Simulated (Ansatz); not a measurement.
**CH6OSSi2: density, localisation and related maps**

The calculation's input:

```
crystal:
  periodic: [false, false, false]
  atoms:
    - { symbol: O, position_ang: [-0.8211, -0.088, 1.2055] }
    - { symbol: C, position_ang: [0.1005, -0.3249, 0.5068] }
    - { symbol: Si, position_ang: [1.3646, -1.4797, 1.2235] }
    - { symbol: S, position_ang: [0.4498, 0.2973, -1.1145] }
    - { symbol: Si, position_ang: [-1.3267, 1.517, -1.486] }
    - { symbol: H, position_ang: [2.7377, -0.8164, 1.3145] }
    - { symbol: H, position_ang: [1.5894, -2.7101, 0.4157] }
    - { symbol: H, position_ang: [1.0983, -1.9166, 2.6105] }
    - { symbol: H, position_ang: [-2.5627, 0.7238, -1.3781] }
    - { symbol: H, position_ang: [-1.1965, 2.0998, -2.8081] }
    - { symbol: H, position_ang: [-1.3679, 2.6406, -0.4693] }
basis:
  gaussian: { orbitals: cc-pVDZ }
hamiltonian:
  xc: hf
relax:
  f_tol: 0.02
  max_steps: 50
output:
  orbitals: {}
```

Run with:

```sh
ansatz run input.yaml --threads 2 --pin off --max-ram 3072MiB --backend cpu --events-out ev --progress --plain --runs-dir out
```

The fields are those of the run's last geometry, not of the input's.

These are results of RHF/cc-pVDZ in Ansatz, not measurements.

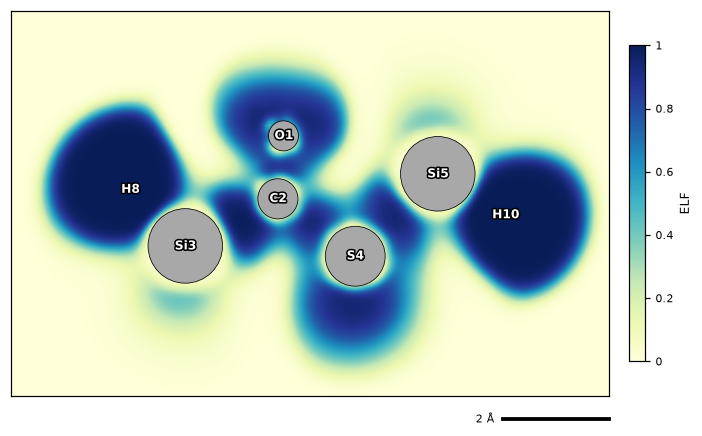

Figure 1. Electron localisation function on the plane of atoms S4, Si5 and H10. Grey discs cover the atomic cores.

### Describe what can be read from this map.

The plane passes through O, C, Si, S and H nuclei. C–O (1.19 Å): the ELF peaks at about 0.85 between the atoms; a short, multiple covalent bond. C–S (1.81 Å): the ELF peaks at about 0.95 between the atoms; a covalent bond. C–Si (1.95 Å): the ELF peaks at about 1 between the atoms, as expected for localised, covalent bonding. Si–S (2.19 Å): the ELF peaks at about 0.95 between the atoms: a covalent bond. Si–H (1.48 Å): the ELF climbs to about 1 towards the hydrogen, as it does in any bond to H. The ELF also peaks beside S4 and O1, away from the bonds: lone-pair regions.

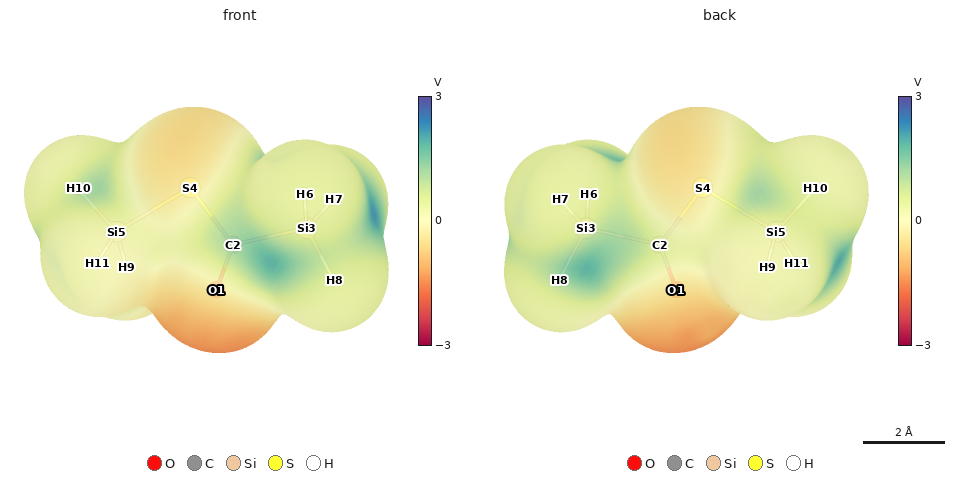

Figure 2. The molecular electrostatic potential painted on the density surface at 0.002 e/bohr³, seen from the front and from behind; the colour scale runs from red (negative) to blue (positive).

### Which sites attract a positive test charge, and which a negative one?

A positive charge is drawn to the negative regions and a negative charge to the positive ones. The most negative region (about −1.4 V, or −32 kcal/mol for a unit charge) lies over O1, the most positive (about +2.0 V, or +46 kcal/mol for a unit charge) over Si3 and Si5. O1 is the likeliest acceptor of a hydrogen bond.

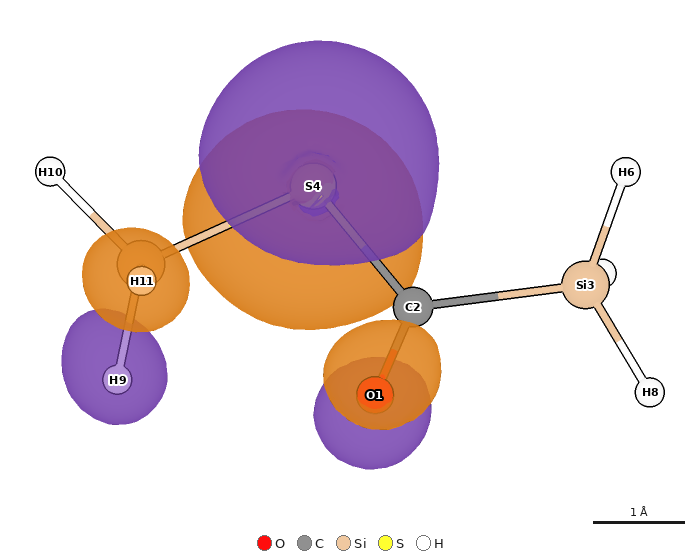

Figure 3. The HOMO at ±0.1 Å⁻³ᐟ² (orange and purple are the two phases), seen at a tilt.

### Describe this orbital and give its energy.

By Hirshfeld shares it lies mainly on S4 (about 75 %) and O1 (about 10 %); largely a lone pair of S4. Its energy is −10.37 eV.
